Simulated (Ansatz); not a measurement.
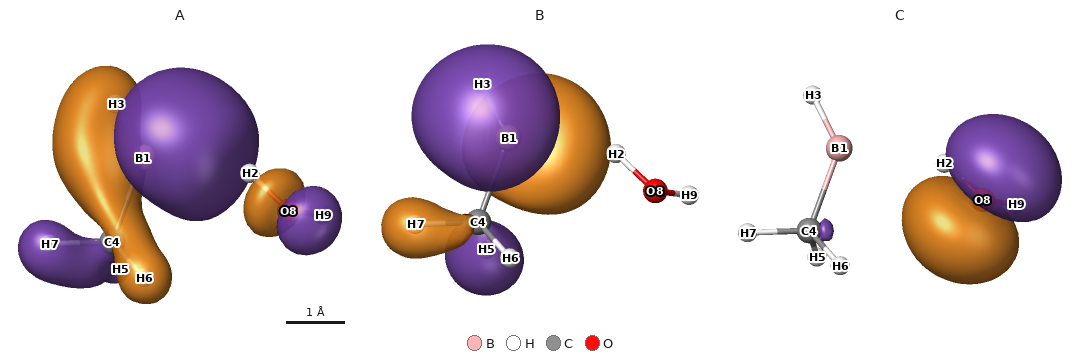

The picture shows: CH$_{4}$B···H$_{2}$O (doublet). Three frontier orbitals at ±0.1 Å⁻³ᐟ² (orange and purple are the two phases), in no order.

Level of theory: UKS revPBE-D4/6-31G* (Ansatz 0.2.0).

```xyz
9

B     0.2096   -0.1502   -0.3260
H     0.0474    0.2429    1.8230
H     1.1376   -0.4537   -1.0344
C    -1.2903    0.0150   -0.6759
H    -1.6745   -1.0120   -0.8724
H    -1.9037    0.4464    0.1315
H    -1.4463    0.5735   -1.6206
O    -0.5516    0.2383    2.6145
H    -0.5172   -0.7014    2.8867
```

Question: Order the three orbitals by energy and name them. All are α orbitals.

Answer: C is the HOMO−1 (α) (−5.87 eV). It lies mainly on O8 (about 90 %); largely a lone pair of O8. A is the HOMO (α) (−4.40 eV). Its weight (Hirshfeld) is mainly on B1 (about 60 %), C4 (about 10 %), H3 (about 10 %), O8 (about 10 %) and H2 (about 5 %). B is the LUMO (α) (−2.55 eV). It lies mainly on B1 (about 70 %), C4 (about 10 %) and H3 (about 5 %).

Question: What is the gap between the highest occupied and lowest empty α orbitals?

Answer: 1.85 eV between the orbital energies.
